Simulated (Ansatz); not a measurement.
# Frequency calculation of BSiNH$_{8}$O

System: BSiNH$_{8}$O.
Method: RHF/6-31G* (Ansatz 0.2.0).

It belongs to a series of runs on one base structure; here: vibrations at the highest image of the band.

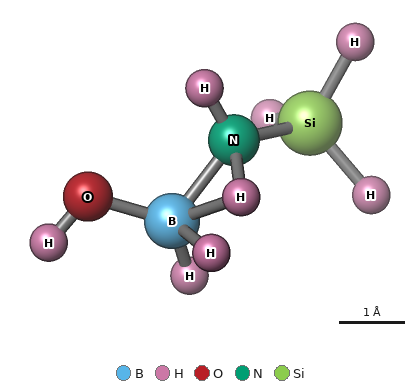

The structure as given in the input (ball-and-stick view, seen at a tilt). Bond lengths as drawn: B–H 1.20 to 1.45 Å, B–N 1.59 Å, B–O 1.39 Å, H–N 1.00 to 1.30 Å, H–O 0.95 Å, H–Si 1.47 Å and N–Si 1.75 Å.

### Summary

```json
{"quantity": "outcome", "value": "converged"}
{"quantity": "total energy", "value": "−12178.0013 eV"}
{"quantity": "mean-field energy", "value": "−12178.0013 eV"}
{"quantity": "largest force (length of the vector)", "value": "0.043 eV/Å"}
{"quantity": "hardware", "value": "1 thread of Arm Neoverse V2, 24 GiB of memory available, shared host"}
{"quantity": "wall time", "value": "75 s"}
{"quantity": "peak memory", "value": "0.14 GiB"}
```

### The input
```yaml
crystal:
  periodic: [false, false, false]
  atoms:
    - { symbol: B, position_ang: [-0.191408, 0.302996, 0.206745] }
    - { symbol: H, position_ang: [-0.373638, -0.525308, 1.354562] }
    - { symbol: H, position_ang: [0.891978, -0.034743, -0.175131] }
    - { symbol: O, position_ang: [-1.318271, 0.246008, -0.603276] }
    - { symbol: H, position_ang: [-1.294391, -0.475651, -1.213364] }
    - { symbol: "N", position_ang: [-0.179426, 1.627281, 1.0817] }
    - { symbol: H, position_ang: [-1.077606, 2.074136, 1.055149] }
    - { symbol: Si, position_ang: [1.223656, 2.659409, 1.261214] }
    - { symbol: H, position_ang: [2.302824, 1.871926, 1.878831] }
    - { symbol: H, position_ang: [1.691796, 3.182558, -0.03554] }
    - { symbol: H, position_ang: [0.863271, 3.78935, 2.136929] }
    - { symbol: H, position_ang: [-0.315186, 0.460539, 1.642178] }
basis:
  gaussian: { orbitals: "6-31G*" }
hamiltonian:
  xc: hf
phonons: {}
```

Command:
```bash
ansatz run input.yaml --threads 1 --pin off --max-ram 2048MiB --backend cpu --events-out ev --progress --plain --runs-dir out
```

### The program's output
```
Engine: ansatz 0.2.0, aarch64-unknown-linux-gnu
Functional definition: HF
  exchange = exact_x
  correlation = 0
910 factors; integrals over basis functions are off by at most 5.2e-4 eV
mean field evaluation 1: about -12174.5448 eV, gradient 3.9e1 eV
mean field evaluation 2: about -12174.6191 eV, gradient 3.9e1 eV
mean field evaluation 4: about -12177.9605 eV, gradient 3.3e0 eV
mean field evaluation 8: about -12178.0012 eV, gradient 1.2e-1 eV
mean field -12178.00127552 eV, -447.5332923296 hartree, gradient 1.3e-5 eV, S^2 0.000000; 0 other end points of the search recorded, 0 dependent functions left out
the calculation of the forces begins
reference -12178.00127552 eV, -447.5332923296 hartree; 21, 21 occupied and 59, 59 virtual orbitals, 910 factors
these checks for a lower state are left out or cut short: stability, starts, cluster_reference, orbital_swaps, neighbouring_geometries, increment
910 factors; integrals over basis functions are off by at most 5.2e-4 eV
mean field evaluation 16: about -12178.0010 eV, gradient 4.0e-4 eV
mean field -12178.00101205 eV, -447.5332826473 hartree, gradient 2.9e-6 eV, S^2 0.000000; 0 other end points of the search recorded, 0 dependent functions left out
[... from here on the field's lines of each further geometry are left out, up to the last ...]
the calculation of the forces begins
reference -12178.00124775 eV, -447.5332913091 hartree; 21, 21 occupied and 59, 59 virtual orbitals, 910 factors
these checks for a lower state are left out or cut short: stability, starts, cluster_reference, orbital_swaps, neighbouring_geometries, increment
910 factors; integrals over basis functions are off by at most 5.2e-4 eV
mean field -12178.00121816 eV, -447.5332902215 hartree, gradient 2.8e-6 eV, S^2 0.000000; 0 other end points of the search recorded, 0 dependent functions left out
the calculation of the forces begins
reference -12178.00121816 eV, -447.5332902215 hartree; 21, 21 occupied and 59, 59 virtual orbitals, 910 factors
WARN: phonons: modes at or below zero, which the zero-point energy, F, S and C_V leave out: 1, the lowest at -2026.38 cm⁻¹. A minimum has none, and a first-order saddle one
Total energy: -12178.00127552 eV, -447.5332923296 hartree
Atom 0 at    -0.191408     0.302996     0.206745 Å, force    -0.038562     0.000476    -0.018038 eV/Å
Atom 1 at    -0.373638    -0.525308     1.354562 Å, force     0.002602    -0.001963    -0.006827 eV/Å
Atom 2 at     0.891978    -0.034743    -0.175131 Å, force    -0.000149     0.001862    -0.002895 eV/Å
Atom 3 at    -1.318271     0.246008    -0.603276 Å, force     0.032125    -0.001175     0.018360 eV/Å
Atom 4 at    -1.294391    -0.475651    -1.213364 Å, force     0.000214     0.000469     0.000899 eV/Å
Atom 5 at    -0.179426     1.627281     1.081700 Å, force    -0.016089    -0.027736    -0.003639 eV/Å
Atom 6 at    -1.077606     2.074136     1.055149 Å, force     0.001095     0.007709     0.002219 eV/Å
Atom 7 at     1.223656     2.659409     1.261214 Å, force     0.013887     0.015585     0.008915 eV/Å
Atom 8 at     2.302824     1.871926     1.878831 Å, force    -0.000329     0.001659    -0.000149 eV/Å
Atom 9 at     1.691796     3.182558    -0.035540 Å, force     0.002293    -0.003764    -0.000012 eV/Å
Atom 10 at     0.863271     3.789350     2.136929 Å, force    -0.000726    -0.000756    -0.004718 eV/Å
Atom 11 at    -0.315186     0.460539     1.642178 Å, force     0.003640     0.007637     0.005886 eV/Å
Dipole moment:     0.012626     0.092513     0.081277 e Å
Vibrations: -2026.38 119.34 124.62 215.61 324.48 375.95 617.87 713.34 787.25 857.93 902.64 939.41 973.75 1037.94 1057.29 1067.65 1086.59 1176.76 1273.77 1321.85 1368.31 1597.90 1886.35 2096.85 2383.37 2391.62 2406.23 2680.14 3774.34 4144.96 cm⁻¹, zero-point energy 2.461342 eV
```

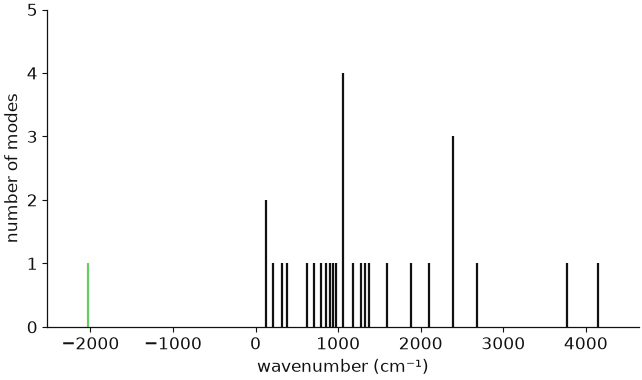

Harmonic vibrational wavenumbers from the force constants; neighbouring modes closer than 28 cm⁻¹ are counted in one stick, and imaginary ones are drawn at negative wavenumbers. 30 modes from 2026i to 4145 cm⁻¹, 1 imaginary beyond 8i (2026i cm⁻¹): a first-order saddle point, if the geometry is stationary.
